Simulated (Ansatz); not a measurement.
**Ta: energy and stress against strain**

This session takes Ta and sets out to see how energy and stress answer to the strain pattern (0, 0, 1, 0, 0, 0).

Program: Ansatz 0.2.0. Level of theory: DFT r2SCAN, scalar-relativistic, plane waves, PAW. These are calculated values, not measurements.

**1. The starting structure**

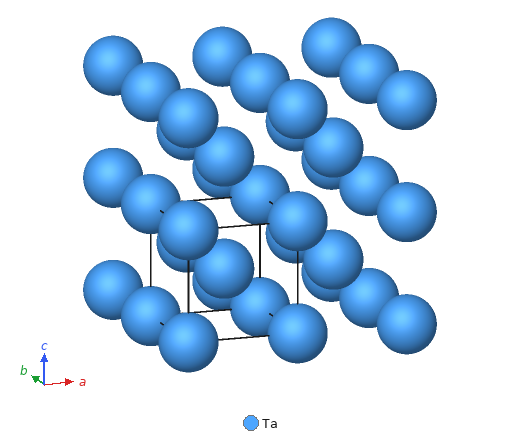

Start, viewed slightly off an axis; tantalum blue. 2×2×2 cells are drawn. Atoms on the faces are drawn again on the opposite ones. The cell drawn here is the conventional one.

As a file:

```cif
data_structure
_symmetry_space_group_name_H-M 'Im-3m'
_symmetry_Int_Tables_number 229
_cell_length_a 3.3026
_cell_length_b 3.3026
_cell_length_c 3.3026
_cell_angle_alpha 90.000
_cell_angle_beta 90.000
_cell_angle_gamma 90.000
_cell_volume 36.02
loop_
_atom_site_label
_atom_site_type_symbol
_atom_site_symmetry_multiplicity
_atom_site_Wyckoff_symbol
_atom_site_fract_x
_atom_site_fract_y
_atom_site_fract_z
_atom_site_occupancy
Ta1 Ta 2 a 0.00000 0.00000 0.00000 1
```

The structure comes from the Crystallography Open Database.

**2. Quick check of gap, pressure and forces**

Contents of input.yaml:

```yaml
crystal:
  lattice:
    - [-1.65128, 1.65128, 1.65128]
    - [1.65128, -1.65128, 1.65128]
    - [1.65128, 1.65128, -1.65128]
  atoms:
    - { symbol: Ta, position: [0.0, 0.0, 0.0] }
basis:
  ecutwfc: 500
kpoints:
  mp_grid: { grid: [8, 8, 8] }
hamiltonian:
  xc: r2scan
scf:
  occupations: { method: gaussian, width: 0.1 }
output:
  forces: true
  stress: true
  eigenvalues: true
```

Standard output, shortened:

```text
[...]
SCF converged after 6 iterations
Free energy (F): -9944.334598 eV
[...]
E sigma→0 (E₀):  -9944.332286 eV
Entropy (-TS):   -0.004624 eV (-4.624 meV/atom)
Fermi energy:    18.520718 eV
[...]
--- Forces (eV/Å), atoms counted from 1 ---
  atom   1  Ta     0.00000000     0.00000000    -0.00000000
[...]
--- Stress (GPa, compression-positive) ---
       -2.086435      -0.000000       0.000000
       -0.000000      -2.086435      -0.000000
       -0.000000      -0.000000      -2.086435
  P = ⅓ Tr σ = -2.0864 GPa (-20.864 kbar)
--- Band table (eV; the first three rows and the last of 29) ---
  k-point 0: bands = ["-50.3695", "-15.6395", "-15.6395", "-15.6395", "10.1928", "19.3433", "19.3433", "19.3433", "22.8323", "22.8323", "33.7698"]
[...]
```

It took 0.61 s on 1 thread of an x86-64 CPU, shared host; peak memory 0.37 GiB.

No relaxation comes first: the listed cell is the starting point.

**3. The reference: the undisturbed cell on the scan's mesh**

input.yaml, as its differences from that of step 2:

```diff
@@ -10,3 +10,3 @@
 kpoints:
-  mp_grid: { grid: [8, 8, 8] }
+  mp_grid: { grid: [20, 20, 20] }
 hamiltonian:
@@ -14,3 +14,3 @@
 scf:
-  occupations: { method: gaussian, width: 0.1 }
+  occupations: { method: gaussian, width: 0.15 }
 output:
```

Standard output, shortened:

```text
Warning: RAYON_NUM_THREADS=1 ignored (pool sized by the plan → 1); use --threads N
[...]
Pseudopotentials: kind: paw
Pseudopotential: Ta, paw, valence charge 13, recommended cutoff 500 eV (meta_gga), Ta.paw.azcp
Functional definition: r2SCAN
[...]
Crystal: 1 atoms, lattice volume = 18.010 Å³
Basis set: ecut = 500 eV, 459 PW (Γ), exchange–correlation on 96×96×96 points (64 copies of the dense FFT grid, shifted against one another)
Bands: 11, of which v1, the nominal top of the filled ones, is band 7 counted from 1 (6 counted from 0)
Symmetry: 48 space group operations
Space group: Im-3m (ITA 229), of the structure as read, at distance tolerance 2.6e-5 Å
k-points: 256 of 8000
[...]
SCF iter   1: F=—  HF=-9944.307945 eV  |F-HF|=—  |Δ(HF+E_count)|=         —  Δρ=6.11e-3  dr2=1.71e-3  dr2_τ=1.53e-2  ethr=1.77e-3  ⟨swp⟩=5.1  Hψ=16426  notcnv=0
[...]
SCF iter   6: F=-9944.326089 eV  HF=-9944.326089 eV  |F-HF|=5.61e-9  |Δ(HF+E_count)|=   2.88e-7  Δρ=1.06e-5  dr2=8.82e-9  dr2_τ=5.94e-9  ethr=7.69e-10  ⟨swp⟩=3.8  Hψ=11283  notcnv=0
[...]
SCF converged after 6 iterations
Free energy (F): -9944.326089 eV
[...]
E sigma→0 (E₀):  -9944.319318 eV
Entropy (-TS):   -0.013541 eV (-13.541 meV/atom)
Fermi energy:    18.476566 eV
[...]
--- Forces (eV/Å), atoms counted from 1 ---
  atom   1  Ta     0.00000000     0.00000000     0.00000000
[...]
--- Stress (GPa, compression-positive) ---
        0.451815      -0.000000       0.000000
       -0.000000       0.451815      -0.000000
        0.000000       0.000000       0.451815
  P = ⅓ Tr σ = 0.4518 GPa (4.518 kbar)
--- Band table (eV; the first three rows and the last of 256) ---
  k-point 0: bands = ["-50.4159", "-15.6805", "-15.6805", "-15.6805", "10.1910", "19.3272", "19.3272", "19.3272", "22.8126", "22.8126", "33.7667"]
[...]
```

It took 2.4 s on 1 thread of an x86-64 CPU, shared host; peak memory 0.45 GiB.

The reference gives a free energy of -9944.3261 eV, pressure 0.45 GPa, largest force 0.000 eV/Å and gap on the mesh none (metal).

**4. The scan: energy and stress against strain**

The cell is strained by ε times the Voigt pattern (0, 0, 1, 0, 0, 0) (xx, yy, zz, yz, xz, xy; engineering shear), with fractional coordinates fixed (clamped ions). The stress on the pattern is the sum of the stress components weighted by it, tension positive.

**5. Point ε = -0.1500**

input.yaml, as its differences from that of step 3:

```diff
@@ -2,5 +2,5 @@
   lattice:
-    - [-1.65128, 1.65128, 1.65128]
-    - [1.65128, -1.65128, 1.65128]
-    - [1.65128, 1.65128, -1.65128]
+    - [-1.65128, 1.65128, 1.403588]
+    - [1.65128, -1.65128, 1.403588]
+    - [1.65128, 1.65128, -1.403588]
   atoms:
```

Standard output, shortened:

```text
Warning: RAYON_NUM_THREADS=1 ignored (pool sized by the plan → 1); use --threads N
[...]
[... 3 set-up lines as earlier in the session ...]
[...]
Crystal: 1 atoms, lattice volume = 15.309 Å³
Basis set: ecut = 500 eV, 369 PW (Γ), exchange–correlation on 80×80×80 points (64 copies of the dense FFT grid, shifted against one another)
Bands: 11, of which v1, the nominal top of the filled ones, is band 7 counted from 1 (6 counted from 0)
Symmetry: 16 space group operations
Space group: I4/mmm (ITA 139), of the structure as read, at distance tolerance 2.5e-5 Å
k-points: 641 of 8000
[...]
SCF iter   1: F=—  HF=-9943.825511 eV  |F-HF|=—  |Δ(HF+E_count)|=         —  Δρ=9.25e-3  dr2=5.59e-3  dr2_τ=2.94e-2  ethr=1.77e-3  ⟨swp⟩=5.2  Hψ=41367  notcnv=0
[...]
SCF iter   6: F=-9943.859316 eV  HF=-9943.859316 eV  |F-HF|=4.95e-10  |Δ(HF+E_count)|=   3.22e-8  Δρ=2.17e-6  dr2=6.84e-10  dr2_τ=5.43e-10  ethr=2.32e-10  ⟨swp⟩=3.5  Hψ=27072  notcnv=0
[...]
SCF converged after 6 iterations
Free energy (F): -9943.859316 eV
[...]
E sigma→0 (E₀):  -9943.854261 eV
Entropy (-TS):   -0.010110 eV (-10.110 meV/atom)
Fermi energy:    22.410778 eV
[...]
--- Forces (eV/Å), atoms counted from 1 ---
  atom   1  Ta     0.00000000     0.00000000     0.00000000
[...]
--- Stress (GPa, compression-positive) ---
       39.853564       0.000000       0.000000
        0.000000      39.853564      -0.000000
        0.000000       0.000000      64.819988
  P = ⅓ Tr σ = 48.1757 GPa (481.757 kbar)
--- Band table (eV; the first three rows and the last of 641) ---
  k-point 0: bands = ["-46.3517", "-11.3480", "-11.3480", "-11.2180", "13.3555", "21.3526", "24.2777", "24.2777", "24.8330", "28.7605", "37.2842"]
[...]
```

Wall time 4.9 s (1 thread of an x86-64 CPU, shared host); peak memory 0.5 GiB.

**6. Point ε = 0.1125**

input.yaml, as its differences from that of step 5:

```diff
@@ -2,5 +2,5 @@
   lattice:
-    - [-1.65128, 1.65128, 1.403588]
-    - [1.65128, -1.65128, 1.403588]
-    - [1.65128, 1.65128, -1.403588]
+    - [-1.65128, 1.65128, 1.837049]
+    - [1.65128, -1.65128, 1.837049]
+    - [1.65128, 1.65128, -1.837049]
   atoms:
```

Standard output, shortened:

```text
Warning: RAYON_NUM_THREADS=1 ignored (pool sized by the plan → 1); use --threads N
[...]
[... 3 set-up lines as earlier in the session ...]
[...]
Crystal: 1 atoms, lattice volume = 20.037 Å³
Basis set: ecut = 500 eV, 491 PW (Γ), exchange–correlation on 96×96×96 points (64 copies of the dense FFT grid, shifted against one another)
Bands: 11, of which v1, the nominal top of the filled ones, is band 7 counted from 1 (6 counted from 0)
[... 1 set-up line as earlier in the session ...]
Space group: I4/mmm (ITA 139), of the structure as read, at distance tolerance 2.7e-5 Å
k-points: 641 of 8000
[...]
SCF iter   1: F=—  HF=-9944.164193 eV  |F-HF|=—  |Δ(HF+E_count)|=         —  Δρ=5.93e-3  dr2=1.95e-3  dr2_τ=1.20e-2  ethr=1.77e-3  ⟨swp⟩=5.0  Hψ=41254  notcnv=0
[...]
SCF iter   6: F=-9944.176230 eV  HF=-9944.176230 eV  |F-HF|=2.22e-10  |Δ(HF+E_count)|=   1.68e-8  Δρ=2.23e-6  dr2=5.55e-10  dr2_τ=2.89e-10  ethr=4.29e-10  ⟨swp⟩=3.0  Hψ=25994  notcnv=0
[...]
SCF converged after 6 iterations
Free energy (F): -9944.176230 eV
[...]
E sigma→0 (E₀):  -9944.168221 eV
Entropy (-TS):   -0.016019 eV (-16.019 meV/atom)
Fermi energy:    16.391435 eV
[...]
--- Forces (eV/Å), atoms counted from 1 ---
  atom   1  Ta    -0.00000000    -0.00000000     0.00000000
[...]
--- Stress (GPa, compression-positive) ---
      -14.243228       0.000000       0.000000
        0.000000     -14.243228       0.000000
       -0.000000       0.000000     -21.039956
  P = ⅓ Tr σ = -16.5088 GPa (-165.088 kbar)
--- Band table (eV; the first three rows and the last of 641) ---
  k-point 0: bands = ["-52.8869", "-18.2716", "-18.2638", "-18.2638", "8.4565", "16.8641", "16.8641", "18.0614", "19.3832", "20.9232", "30.1168"]
[...]
```

It took 5.9 s on 1 thread of an x86-64 CPU, shared host; peak memory 0.55 GiB.

**7. Point ε = -0.0750**

input.yaml, as its differences from that of step 6:

```diff
@@ -2,5 +2,5 @@
   lattice:
-    - [-1.65128, 1.65128, 1.837049]
-    - [1.65128, -1.65128, 1.837049]
-    - [1.65128, 1.65128, -1.837049]
+    - [-1.65128, 1.65128, 1.527434]
+    - [1.65128, -1.65128, 1.527434]
+    - [1.65128, 1.65128, -1.527434]
   atoms:
```

Standard output, shortened:

```text
Warning: RAYON_NUM_THREADS=1 ignored (pool sized by the plan → 1); use --threads N
[...]
[... 3 set-up lines as earlier in the session ...]
[...]
Crystal: 1 atoms, lattice volume = 16.660 Å³
Basis set: ecut = 500 eV, 417 PW (Γ), exchange–correlation on 96×96×96 points (64 copies of the dense FFT grid, shifted against one another)
Bands: 11, of which v1, the nominal top of the filled ones, is band 7 counted from 1 (6 counted from 0)
[... 1 set-up line as earlier in the session ...]
Space group: I4/mmm (ITA 139), of the structure as read, at distance tolerance 2.6e-5 Å
k-points: 641 of 8000
[...]
SCF iter   1: F=—  HF=-9944.195450 eV  |F-HF|=—  |Δ(HF+E_count)|=         —  Δρ=7.19e-3  dr2=2.85e-3  dr2_τ=2.05e-2  ethr=1.77e-3  ⟨swp⟩=5.1  Hψ=41109  notcnv=0
[...]
SCF iter   6: F=-9944.219605 eV  HF=-9944.219605 eV  |F-HF|=1.62e-10  |Δ(HF+E_count)|=   1.67e-8  Δρ=1.50e-6  dr2=2.82e-10  dr2_τ=2.24e-10  ethr=1.15e-10  ⟨swp⟩=3.3  Hψ=27339  notcnv=0
the search or the solves at the SCF's close seem to have found levels that the self-consistency loop had missed (the run counts 1). By its estimate they hold under 1e-12 electrons; where the run keeps them, the occupations were computed again with them
[...]
SCF converged after 6 iterations
Free energy (F): -9944.219605 eV
[...]
E sigma→0 (E₀):  -9944.212412 eV
Entropy (-TS):   -0.014385 eV (-14.385 meV/atom)
Fermi energy:    20.212269 eV
[...]
--- Forces (eV/Å), atoms counted from 1 ---
  atom   1  Ta     0.00000000     0.00000000     0.00000000
[...]
--- Stress (GPa, compression-positive) ---
       16.438063       0.000000       0.000000
        0.000000      16.438063      -0.000000
        0.000000      -0.000000      25.468152
  P = ⅓ Tr σ = 19.4481 GPa (194.481 kbar)
--- Band table (eV; the first three rows and the last of 641) ---
  k-point 0: bands = ["-48.4995", "-13.6490", "-13.6490", "-13.6294", "11.6194", "20.2769", "21.5050", "21.5050", "23.8875", "25.5772", "35.3245"]
[...]
```

It took 7.1 s on 1 thread of an x86-64 CPU, shared host; peak memory 0.51 GiB.

**8. ε = 0.0375**

input.yaml, as its differences from that of step 7:

```diff
@@ -2,5 +2,5 @@
   lattice:
-    - [-1.65128, 1.65128, 1.527434]
-    - [1.65128, -1.65128, 1.527434]
-    - [1.65128, 1.65128, -1.527434]
+    - [-1.65128, 1.65128, 1.713203]
+    - [1.65128, -1.65128, 1.713203]
+    - [1.65128, 1.65128, -1.713203]
   atoms:
```

Standard output, shortened:

```text
[...]
SCF converged after 6 iterations
Free energy (F): -9944.307271 eV
[...]
E sigma→0 (E₀):  -9944.299986 eV
Entropy (-TS):   -0.014570 eV (-14.570 meV/atom)
Fermi energy:    17.725087 eV
[...]
--- Forces (eV/Å), atoms counted from 1 ---
  atom   1  Ta     0.00000000     0.00000000     0.00000000
[...]
--- Stress (GPa, compression-positive) ---
       -5.192673       0.000000       0.000000
        0.000000      -5.192673       0.000000
        0.000000       0.000000      -8.895236
  P = ⅓ Tr σ = -6.4269 GPa (-64.269 kbar)
--- Band table (eV; the first three rows and the last of 641) ---
  k-point 0: bands = ["-51.2872", "-16.6011", "-16.5953", "-16.5953", "9.5657", "18.4147", "18.4147", "18.8877", "21.5847", "22.2182", "32.4169"]
[...]
```

Wall time 5.6 s (1 thread of an x86-64 CPU, shared host); peak memory 0.55 GiB.

**9. At ε = 0.1500**

input.yaml, as its differences from that of step 8:

```diff
@@ -2,5 +2,5 @@
   lattice:
-    - [-1.65128, 1.65128, 1.713203]
-    - [1.65128, -1.65128, 1.713203]
-    - [1.65128, 1.65128, -1.713203]
+    - [-1.65128, 1.65128, 1.898972]
+    - [1.65128, -1.65128, 1.898972]
+    - [1.65128, 1.65128, -1.898972]
   atoms:
```

Standard output, shortened:

```text
Warning: RAYON_NUM_THREADS=1 ignored (pool sized by the plan → 1); use --threads N
[...]
[... 3 set-up lines as earlier in the session ...]
[...]
Crystal: 1 atoms, lattice volume = 20.712 Å³
Basis set: ecut = 500 eV, 531 PW (Γ), exchange–correlation on 96×96×96 points (64 copies of the dense FFT grid, shifted against one another)
Bands: 11, of which v1, the nominal top of the filled ones, is band 7 counted from 1 (6 counted from 0)
[... 2 set-up lines as earlier in the session ...]
k-points: 641 of 8000
[...]
SCF iter   1: F=—  HF=-9944.067473 eV  |F-HF|=—  |Δ(HF+E_count)|=         —  Δρ=6.01e-3  dr2=2.30e-3  dr2_τ=1.15e-2  ethr=1.77e-3  ⟨swp⟩=5.0  Hψ=41396  notcnv=0
[...]
SCF iter   6: F=-9944.078217 eV  HF=-9944.078217 eV  |F-HF|=2.87e-9  |Δ(HF+E_count)|=   1.26e-7  Δρ=8.34e-6  dr2=7.82e-9  dr2_τ=4.60e-10  ethr=7.69e-10  ⟨swp⟩=5.6  Hψ=31001  notcnv=0
[...]
SCF converged after 6 iterations
Free energy (F): -9944.078217 eV
[...]
E sigma→0 (E₀):  -9944.070570 eV
Entropy (-TS):   -0.015294 eV (-15.294 meV/atom)
Fermi energy:    15.809247 eV
[...]
--- Forces (eV/Å), atoms counted from 1 ---
  atom   1  Ta     0.00000000    -0.00000000     0.00000000
[...]
--- Stress (GPa, compression-positive) ---
      -17.803529       0.000000      -0.000000
        0.000000     -17.803529       0.000000
        0.000000       0.000000     -25.323426
  P = ⅓ Tr σ = -20.3102 GPa (-203.102 kbar)
--- Band table (eV; the first three rows and the last of 641) ---
  k-point 0: bands = ["-53.6202", "-19.0321", "-19.0239", "-19.0239", "7.9621", "16.2037", "16.2037", "17.6696", "18.3966", "20.2313", "29.1356"]
[...]
```

It took 6 s on 1 thread of an x86-64 CPU, shared host; peak memory 0.56 GiB.

**10. ε = -0.1125**

input.yaml, as its differences from that of step 9:

```diff
@@ -2,5 +2,5 @@
   lattice:
-    - [-1.65128, 1.65128, 1.898972]
-    - [1.65128, -1.65128, 1.898972]
-    - [1.65128, 1.65128, -1.898972]
+    - [-1.65128, 1.65128, 1.465511]
+    - [1.65128, -1.65128, 1.465511]
+    - [1.65128, 1.65128, -1.465511]
   atoms:
```

Standard output, shortened:

```text
[...]
SCF converged after 6 iterations
Free energy (F): -9944.081293 eV
[...]
E sigma→0 (E₀):  -9944.074724 eV
Entropy (-TS):   -0.013138 eV (-13.138 meV/atom)
Fermi energy:    21.234588 eV
[...]
--- Forces (eV/Å), atoms counted from 1 ---
  atom   1  Ta    -0.00000000     0.00000000    -0.00000000
[...]
--- Stress (GPa, compression-positive) ---
       27.275774       0.000000      -0.000000
        0.000000      27.275774      -0.000000
        0.000000       0.000000      41.621651
  P = ⅓ Tr σ = 32.0577 GPa (320.577 kbar)
--- Band table (eV; the first three rows and the last of 641) ---
  k-point 0: bands = ["-47.4495", "-12.5254", "-12.5254", "-12.4763", "12.4427", "20.7971", "22.8072", "22.8072", "24.3725", "27.1232", "36.2430"]
[...]
```

Wall time 5.1 s (1 thread of an x86-64 CPU, shared host); peak memory 0.53 GiB.

**11. Point ε = 0.0750**

input.yaml, as its differences from that of step 10:

```diff
@@ -2,5 +2,5 @@
   lattice:
-    - [-1.65128, 1.65128, 1.465511]
-    - [1.65128, -1.65128, 1.465511]
-    - [1.65128, 1.65128, -1.465511]
+    - [-1.65128, 1.65128, 1.775126]
+    - [1.65128, -1.65128, 1.775126]
+    - [1.65128, 1.65128, -1.775126]
   atoms:
```

Standard output, shortened:

```text
[...]
SCF converged after 6 iterations
Free energy (F): -9944.254419 eV
[...]
E sigma→0 (E₀):  -9944.246533 eV
Entropy (-TS):   -0.015772 eV (-15.772 meV/atom)
Fermi energy:    17.028852 eV
[...]
--- Forces (eV/Å), atoms counted from 1 ---
  atom   1  Ta     0.00000000    -0.00000000    -0.00000000
[...]
--- Stress (GPa, compression-positive) ---
      -10.028830       0.000000       0.000000
        0.000000     -10.028830       0.000000
        0.000000       0.000000     -15.844432
  P = ⅓ Tr σ = -11.9674 GPa (-119.674 kbar)
--- Band table (eV; the first three rows and the last of 641) ---
  k-point 0: bands = ["-52.1100", "-17.4633", "-17.4552", "-17.4552", "8.9894", "17.5978", "17.5978", "18.4664", "20.4441", "21.5870", "31.2058"]
[...]
```

Wall time 5.7 s (1 thread of an x86-64 CPU, shared host); peak memory 0.55 GiB.

**12. At ε = -0.0375**

input.yaml, as its differences from that of step 11:

```diff
@@ -2,5 +2,5 @@
   lattice:
-    - [-1.65128, 1.65128, 1.775126]
-    - [1.65128, -1.65128, 1.775126]
-    - [1.65128, 1.65128, -1.775126]
+    - [-1.65128, 1.65128, 1.589357]
+    - [1.65128, -1.65128, 1.589357]
+    - [1.65128, 1.65128, -1.589357]
   atoms:
```

Standard output, shortened:

```text
[...]
SCF converged after 6 iterations
Free energy (F): -9944.299607 eV
[...]
E sigma→0 (E₀):  -9944.292769 eV
Entropy (-TS):   -0.013677 eV (-13.677 meV/atom)
Fermi energy:    19.303641 eV
[...]
--- Forces (eV/Å), atoms counted from 1 ---
  atom   1  Ta    -0.00000000    -0.00000000     0.00000000
[...]
--- Stress (GPa, compression-positive) ---
        7.406460      -0.000000       0.000000
       -0.000000       7.406460       0.000000
       -0.000000      -0.000000      12.458030
  P = ⅓ Tr σ = 9.0903 GPa (90.903 kbar)
--- Band table (eV; the first three rows and the last of 641) ---
  k-point 0: bands = ["-49.4915", "-14.7043", "-14.7043", "-14.6942", "10.8725", "19.7886", "20.3502", "20.3502", "23.3687", "24.1373", "34.5052"]
[...]
```

Wall time 5.5 s (1 thread of an x86-64 CPU, shared host); peak memory 0.54 GiB.

**13. Point ε = 0.1312**

input.yaml, as its differences from that of step 12:

```diff
@@ -2,5 +2,5 @@
   lattice:
-    - [-1.65128, 1.65128, 1.589357]
-    - [1.65128, -1.65128, 1.589357]
-    - [1.65128, 1.65128, -1.589357]
+    - [-1.65128, 1.65128, 1.867927936]
+    - [1.65128, -1.65128, 1.867927936]
+    - [1.65128, 1.65128, -1.867927936]
   atoms:
```

Standard output, shortened:

```text
Warning: RAYON_NUM_THREADS=1 ignored (pool sized by the plan → 1); use --threads N
[...]
[... 3 set-up lines as earlier in the session ...]
[...]
Crystal: 1 atoms, lattice volume = 20.373 Å³
Basis set: ecut = 500 eV, 515 PW (Γ), exchange–correlation on 96×96×96 points (64 copies of the dense FFT grid, shifted against one another)
Bands: 11, of which v1, the nominal top of the filled ones, is band 7 counted from 1 (6 counted from 0)
[... 2 set-up lines as earlier in the session ...]
k-points: 641 of 8000
[...]
SCF iter   1: F=—  HF=-9944.118239 eV  |F-HF|=—  |Δ(HF+E_count)|=         —  Δρ=5.98e-3  dr2=2.10e-3  dr2_τ=1.18e-2  ethr=1.77e-3  ⟨swp⟩=5.0  Hψ=41457  notcnv=0
[...]
SCF iter   6: F=-9944.129618 eV  HF=-9944.129618 eV  |F-HF|=8.68e-10  |Δ(HF+E_count)|=  9.30e-10  Δρ=5.24e-6  dr2=2.11e-9  dr2_τ=5.06e-10  ethr=3.54e-10  ⟨swp⟩=2.9  Hψ=26738  notcnv=0
[...]
SCF converged after 6 iterations
Free energy (F): -9944.129618 eV
[...]
E sigma→0 (E₀):  -9944.121868 eV
Entropy (-TS):   -0.015500 eV (-15.500 meV/atom)
Fermi energy:    16.095141 eV
[...]
--- Forces (eV/Å), atoms counted from 1 ---
  atom   1  Ta     0.00000000     0.00000000     0.00000000
[...]
--- Stress (GPa, compression-positive) ---
      -16.107046       0.000000       0.000000
        0.000000     -16.107046       0.000000
       -0.000000       0.000000     -23.279220
  P = ⅓ Tr σ = -18.4978 GPa (-184.978 kbar)
--- Band table (eV; the first three rows and the last of 641) ---
  k-point 0: bands = ["-53.2574", "-18.6562", "-18.6484", "-18.6484", "8.2055", "16.5263", "16.5263", "17.8648", "18.8825", "20.5816", "29.6149"]
[...]
```

It took 6 s on 1 thread of an x86-64 CPU, shared host; peak memory 0.56 GiB.

**14. The scan collected**

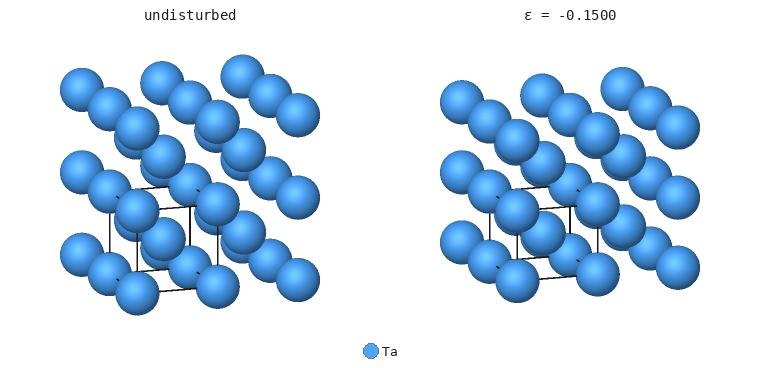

The undisturbed cell and the costliest point of the scan, at one scale, with neighbouring cells.

All points in order; energies are free energies above the reference cell:

```csv
ε,ΔE (meV/atom),stress on the pattern (GPa),pressure (GPa)
-0.1500,466.8,-64.82,48.2
-0.1125,244.8,-41.62,32.1
-0.0750,106.5,-25.47,19.4
-0.0375,26.5,-12.46,9.1
0.0000,0.0,-0.45,0.5
0.0375,18.8,8.90,-6.4
0.0750,71.7,15.84,-12.0
0.1125,149.9,21.04,-16.5
0.1312,196.5,23.28,-18.5
0.1500,247.9,25.32,-20.3
```

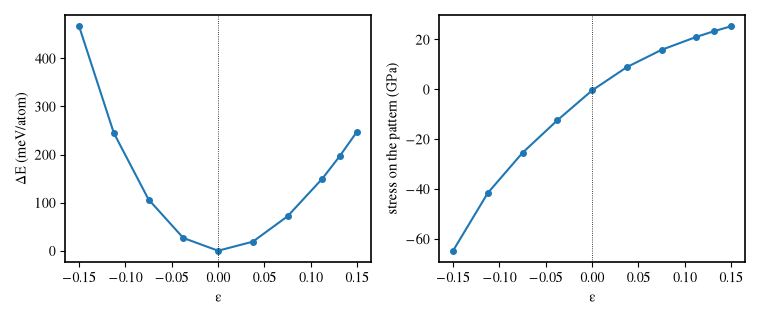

ΔE and stress on the pattern along the scan.

**15. Summary of results**

```
                                  quantity    value
slope of the stress at ε = 0, over ±0.0375  285 GPa
```

What this shows: The slope of the stress at zero strain, 285 GPa, estimates C33 with clamped ions in this Cartesian frame. The step is wide, so higher orders mix in. The undisturbed cell stays the lowest of the sampled points. Compression costs more than tension: 466.8 against 247.9 meV/atom at the ends. The runs treat Ta without spin-orbit coupling.
